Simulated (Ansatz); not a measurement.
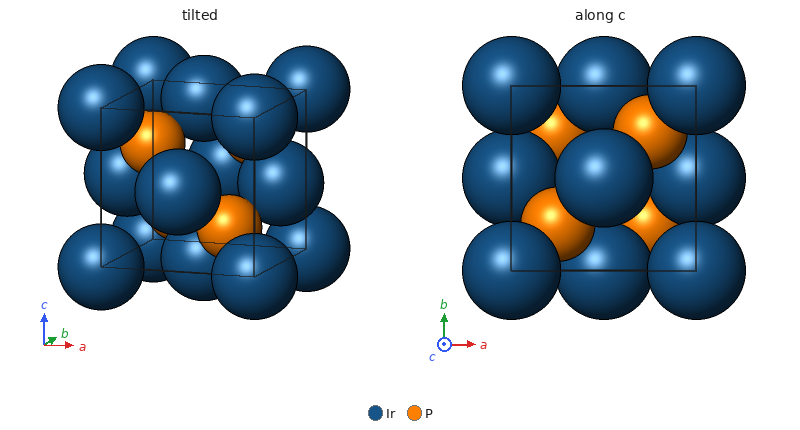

An orthographic space-filling view of the structure, slightly off an axis and along the c axis. One conventional unit cell is framed, with atoms on its boundary repeated.

PIr, zinc blende (sphalerite type), space group F-43m (No. 216), a = 5.252 Å, b = 5.252 Å, c = 5.252 Å, α = 90.00°, β = 90.00°, γ = 90.00°. The starting point was a structure type filled with these elements by a generator (whether the compound takes this form wasn't checked). Earlier steps of the study, as a rule a relaxation of our own, may have changed the cell and positions, so they can lie some per cent off the listed ones. Ansatz was used for an electronic-structure calculation on it.

This one geometry was computed with Ansatz (DFT, plane waves, PAW) at five levels of theory: r2SCAN, PBE, PBE with spin-orbit coupling, PBEsol and LDA.

### Which level gives the highest pressure at this volume, and what does that say about its equilibrium volume?

Highest: PBE (-0.1 GPa) and PBE with spin-orbit coupling (0.3 GPa), which points to the largest equilibrium volume. Lowest, with the smallest volume: LDA (-8.2 GPa). Levels within 0.5 GPa of each other can't be told apart.

### How does the band gap change with the level of theory?

All levels give a metal.

### Collect the results in a table.

| level | cutoff (eV) | k-mesh of the run's cell | gap (eV) | pressure (GPa) |
| --- | --- | --- | --- | --- |
| r2SCAN | 500 | 12×12×12 | metal | -3.6 |
| PBE | 420 | 12×12×12 | metal | -0.1 |
| PBE with spin-orbit coupling | 420 | 12×12×12 | metal | 0.3 |
| PBEsol | 420 | 12×12×12 | metal | -5.3 |
| LDA | 420 | 12×12×12 | metal | -8.2 |

Gaps are taken on the k-mesh or band path of each run.
